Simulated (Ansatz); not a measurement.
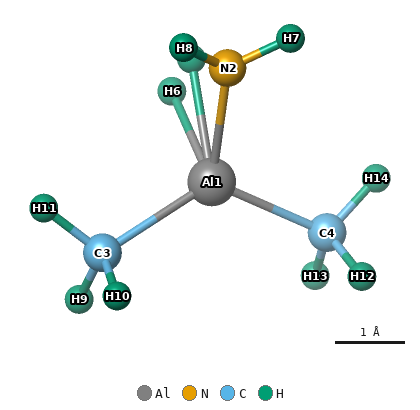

Figure 1. The structure as given in the input (ball-and-stick view, seen at a tilt; atoms are numbered from 1 in the order of the input). Sticks mark near contacts.

C2H10AlN: phonon calculation

C2H10AlN, computed with RKS PBE-D4/6-31G* (Ansatz 0.2.0).

It belongs to a series of runs on one base structure; here: vibrations at the highest image of the band. Figures and captions count atoms from 1; the log counts them from 0 in places.

The program's output
```
Engine: ansatz 0.2.0, x86_64-unknown-linux-gnu
Functional definition: PBE
  parameter kappa = 0.804
  parameter beta = 0.06672455060314922
  exchange = pbe_x(kappa = kappa, mu = beta*pi^2/3)
  correlation = pbe_c(beta = beta)
1174 factors; their error is unknown
mean field evaluation 1: about -10295.5636 eV, gradient 9.2e1 eV
mean field evaluation 2: about -10261.1518 eV, gradient 1.4e2 eV
mean field evaluation 4: about -10313.9426 eV, gradient 1.2e1 eV
mean field evaluation 8: about -10314.2702 eV, gradient 2.3e-1 eV
mean field evaluation 16: about -10314.2186 eV, gradient 2.7e-4 eV
mean field -10314.21859845 eV, -379.0405422645 hartree, gradient 3.7e-5 eV, S^2 0.000000; 0 other end points of the search recorded, 0 dependent functions left out
the calculation of the forces begins
reference -10314.21863715 eV, -379.0405436870 hartree; 21, 21 occupied and 63, 63 virtual orbitals, 1174 factors
these checks for a lower state are left out or cut short: stability, starts, cluster_reference, orbital_swaps, neighbouring_geometries, increment
1174 factors; their error is unknown
mean field -10314.21853593 eV, -379.0405399669 hartree, gradient 1.6e-6 eV, S^2 0.000000; 0 other end points of the search recorded, 0 dependent functions left out
[... from here on the field's lines of each further geometry are left out, up to the last ...]
the calculation of the forces begins
reference -10314.21857363 eV, -379.0405413525 hartree; 21, 21 occupied and 63, 63 virtual orbitals, 1174 factors
these checks for a lower state are left out or cut short: stability, starts, cluster_reference, orbital_swaps, neighbouring_geometries, increment
1174 factors; their error is unknown
mean field -10314.21853560 eV, -379.0405399548 hartree, gradient 1.3e-6 eV, S^2 0.000000; 0 other end points of the search recorded, 0 dependent functions left out
the calculation of the forces begins
reference -10314.21857430 eV, -379.0405413771 hartree; 21, 21 occupied and 63, 63 virtual orbitals, 1174 factors
WARN: phonons: modes at or below zero, which the zero-point energy, F, S and C_V leave out: 1, the lowest at -1119.98 cm⁻¹. A minimum has none, and a first-order saddle one
Total energy: -10314.45070987 eV, -379.0490722021 hartree
Atom 0 at    -0.112784    -0.003493     0.018759 Å, force     0.010470     0.005507    -0.000898 eV/Å
Atom 1 at     1.611467    -0.334216     0.836307 Å, force    -0.016674    -0.011492    -0.012688 eV/Å
Atom 2 at    -0.710952    -1.431556    -1.200896 Å, force     0.001746     0.011247     0.017553 eV/Å
Atom 3 at    -0.582178     1.906784    -0.100016 Å, force     0.005316    -0.005927    -0.000382 eV/Å
Atom 4 at     0.478065    -0.571808     1.678736 Å, force    -0.006467     0.014732     0.010539 eV/Å
Atom 5 at    -0.530910    -0.561108     1.765219 Å, force     0.015388    -0.007190    -0.006230 eV/Å
Atom 6 at     2.224982     0.422786     1.148618 Å, force    -0.004811    -0.003220     0.003769 eV/Å
Atom 7 at     2.166646    -1.168638     0.630248 Å, force     0.000119     0.002262    -0.000008 eV/Å
Atom 8 at    -1.809795    -1.442023    -1.314845 Å, force    -0.000518    -0.001968    -0.001263 eV/Å
Atom 9 at    -0.285638    -1.296378    -2.212949 Å, force     0.001696    -0.000500    -0.005141 eV/Å
Atom 10 at    -0.410259    -2.435788    -0.852627 Å, force    -0.000051    -0.005767    -0.004238 eV/Å
Atom 11 at    -0.184611     2.357336    -1.028848 Å, force     0.000011     0.002141    -0.001822 eV/Å
Atom 12 at    -1.675555     2.063956    -0.112135 Å, force    -0.004221    -0.000331    -0.000418 eV/Å
Atom 13 at    -0.178582     2.494049     0.744227 Å, force    -0.002004     0.000507     0.001226 eV/Å
Dipole moment:     0.398497    -0.021180     0.015775 e Å
Vibrations: -1119.98 76.32 84.14 139.15 147.75 198.51 259.62 489.30 510.47 555.50 565.89 615.59 628.96 656.47 729.98 760.99 771.05 848.76 1227.06 1230.55 1423.53 1437.76 1442.52 1445.28 1449.57 1531.61 1682.29 1747.30 2969.87 2971.02 3045.84 3047.32 3056.63 3057.08 3447.49 3554.80 cm⁻¹, zero-point energy 2.963594 eV
```

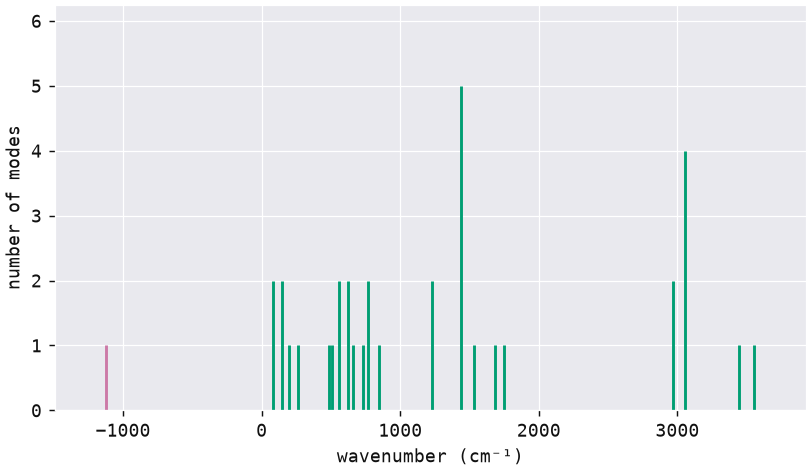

Figure 2. Harmonic vibrational wavenumbers from the force constants; neighbouring modes closer than 21 cm⁻¹ are counted in one stick, and imaginary ones are drawn at negative wavenumbers. 36 modes from 1120i to 3555 cm⁻¹, 1 imaginary beyond 8i (1120i cm⁻¹): a first-order saddle point, if the geometry is stationary.

This output came from the following input.

Input
```yaml
crystal:
  periodic: [false, false, false]
  atoms:
    - { symbol: Al, position_ang: [-0.112784, -0.003493, 0.018759] }
    - { symbol: "N", position_ang: [1.611467, -0.334216, 0.836307] }
    - { symbol: C, position_ang: [-0.710952, -1.431556, -1.200896] }
    - { symbol: C, position_ang: [-0.582178, 1.906784, -0.100016] }
    - { symbol: H, position_ang: [0.478065, -0.571808, 1.678736] }
    - { symbol: H, position_ang: [-0.53091, -0.561108, 1.765219] }
    - { symbol: H, position_ang: [2.224982, 0.422786, 1.148618] }
    - { symbol: H, position_ang: [2.166646, -1.168638, 0.630248] }
    - { symbol: H, position_ang: [-1.809795, -1.442023, -1.314845] }
    - { symbol: H, position_ang: [-0.285638, -1.296378, -2.212949] }
    - { symbol: H, position_ang: [-0.410259, -2.435788, -0.852627] }
    - { symbol: H, position_ang: [-0.184611, 2.357336, -1.028848] }
    - { symbol: H, position_ang: [-1.675555, 2.063956, -0.112135] }
    - { symbol: H, position_ang: [-0.178582, 2.494049, 0.744227] }
basis:
  gaussian: { orbitals: "6-31G*" }
hamiltonian:
  xc: pbe
  dispersion: d4
phonons: {}
```

Launched with:
```bash
ansatz run input.yaml --threads 2 --pin off --max-ram 3072MiB --backend cpu --events-out ev --progress --plain --runs-dir out
```

Summary

- outcome: converged
- total energy: −10314.4507 eV
- mean-field energy: −10314.2186 eV
- largest force (length of the vector): 0.024 eV/Å
- hardware: 2 threads of AMD EPYC (Zen 4), 16 GiB of memory available, shared host
- wall time: 54 s (CPU time 1.7 min)
- peak memory: 0.16 GiB
